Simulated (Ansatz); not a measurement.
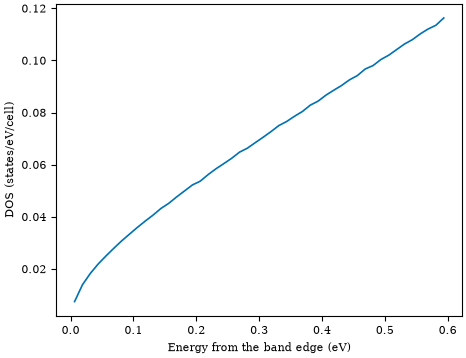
Figure. Density of states of YN (Fm-3m) above the conduction band minimum, HSE06 with spin-orbit coupling, rigid bands (Ansatz, a quantum-chemistry and plane-wave program); cell volume 28.6 Å³.

Q: What effective density of states at 300 K does this give (∫ g(E) exp(−E/k_BT) dE, both spins, divided by the cell's size)?

A: 1.3e19 cm⁻³, a density-of-states mass of 0.66 mₑ, valleys and band degeneracy included.

Geometry: cell and atoms relaxed with PBEsol.
